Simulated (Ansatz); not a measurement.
ClHNSi$_{2}$ (charge −1)

Input file:

```
crystal:
  periodic: [false, false, false]
  atoms:
    - symbol: Cl
      position_ang: [-1.034261, -1.115648, 1.800068]
    - symbol: N
      position_ang: [-0.596348, 2.069533, 2.228570]
    - symbol: Si
      position_ang: [-1.645060, 1.086229, 1.099554]
    - symbol: Si
      position_ang: [-1.945762, 2.015797, 3.308650]
    - symbol: H
      position_ang: [0.381779, 2.334956, 2.285975]
basis:
  gaussian:
    orbitals: def2-TZVPD
output: {forces: true, orbitals: {seedname: orbitals}}
hamiltonian:
  xc: pbe0
total_charge: -1
```

Launched as:

```sh
ansatz run input.yaml --threads 1 --pin off --max-ram 2610MiB --events-out events.jsonl --progress --plain --runs-dir runs
```

Geometry: B3LYP-D3(BJ)/def2-SVPD.

Method: isolated molecule in a Gaussian basis; Kohn-Sham density functional theory, functional PBE0 (Ansatz).

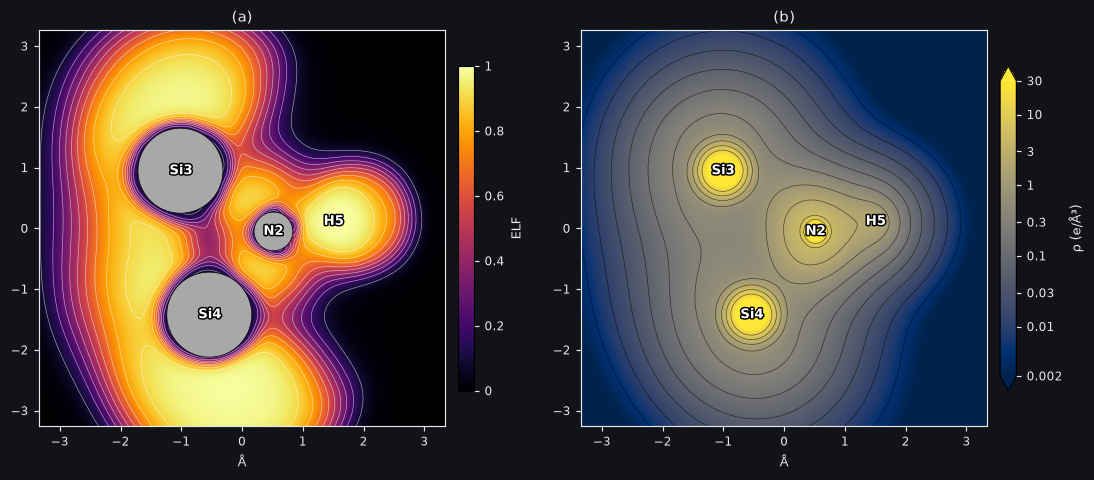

Figure 1. (a) electron localisation function; (b) electron density on the plane of atoms Si3, N2 and Si4. Grey discs cover the atomic cores in the ELF map.

What do the fields say about this system?

Answer.
- Atoms in the plane: N, Si and H.
- Si–N (1.73 Å): the density is about 1 e/Å³ at the midpoint; the ELF peaks at about 0.85 between the atoms: a polar covalent bond.
- Si–Si (2.42 Å): ρ is about 0.46 e/Å³ halfway; the ELF reaches about 0.55 near the midpoint.
- N–H (1.02 Å): ρ is about 2.8 e/Å³ halfway; the ELF climbs to about 1 towards the hydrogen, as it does in any bond to H: an ordinary covalent bond to hydrogen.
- Si–N (1.83 Å): ρ is about 0.86 e/Å³ halfway; the ELF peaks at about 0.85 between the atoms; a shared but strongly polarised pair.
- The ELF also peaks beside Si4 and Si3, away from the bonds: lone-pair regions.

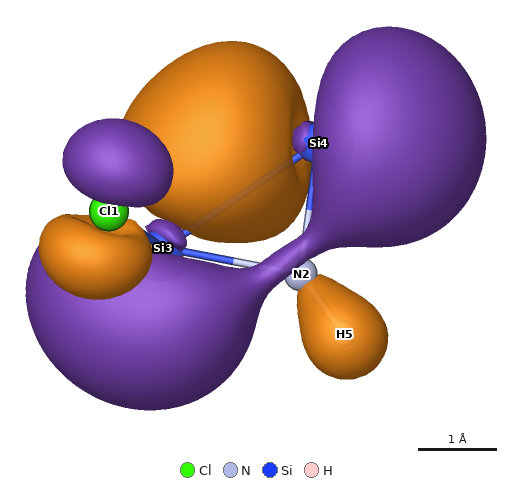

Figure 2. The HOMO at ±0.08 Å⁻³ᐟ² (orange and purple are the two phases), seen at a tilt.

What is the character of this orbital?

Answer. It lies mainly on Si4 (about 45 %), Si3 (about 40 %) and Cl1 (about 5 %). Its energy is −0.54 eV.

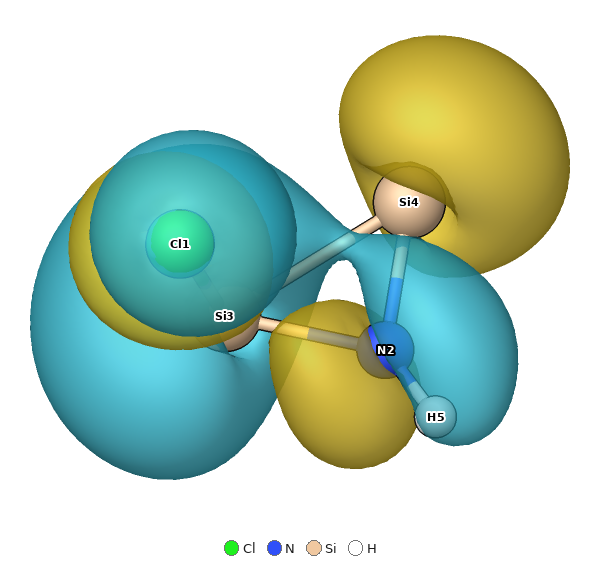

Figure 3. The HOMO−1 at ±0.06 Å⁻³ᐟ² (yellow and cyan are the two phases), seen at a tilt.

What is the character of this orbital?

Answer. By Hirshfeld shares it lies mainly on Si3 (about 45 %), Cl1 (about 20 %), Si4 (about 15 %) and N2 (about 15 %). Its energy is −1.99 eV.
